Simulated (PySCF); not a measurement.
SMILES B[SiH2]c1ccccc1 (C₆H₉BSi), singlet at its GFN2-xTB optimised geometry (Å):

```
17

B     -1.6547    -2.4967     1.9280
Si    -1.4635    -2.0297     0.0398
C     -0.4877    -0.3959     0.0000
C     -1.1410     0.8313     0.0114
C     -0.4330     2.0198     0.0115
C      0.9516     2.0007     0.0063
C      1.6192     0.7875     0.0000
C      0.9028    -0.3959     0.0000
H     -2.5700    -2.1373     2.5623
H     -0.8285    -3.1002     2.4968
H     -0.7024    -2.9634    -0.8136
H     -2.7000    -1.7679    -0.7227
H     -2.2220     0.8556     0.0131
H     -0.9605     2.9634     0.0154
H      1.5079     2.9269     0.0066
H      2.7000     0.7653    -0.0051
H      1.4326    -1.3385    -0.0072
```

Method: B3LYP/def2-SVP (PySCF). Cells within 0.4 Å of a nucleus heavier than hydrogen are left out (blank, or x).

Map of the electrostatic potential (hartree/e), clipped to [-0.08, 0.12] on the plane z = 0.0 Å:

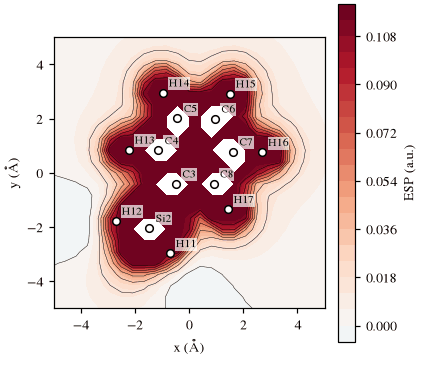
*Electrostatic potential (hartree/e), clipped to [-0.08, 0.12] on the plane z = 0.0 Å.*
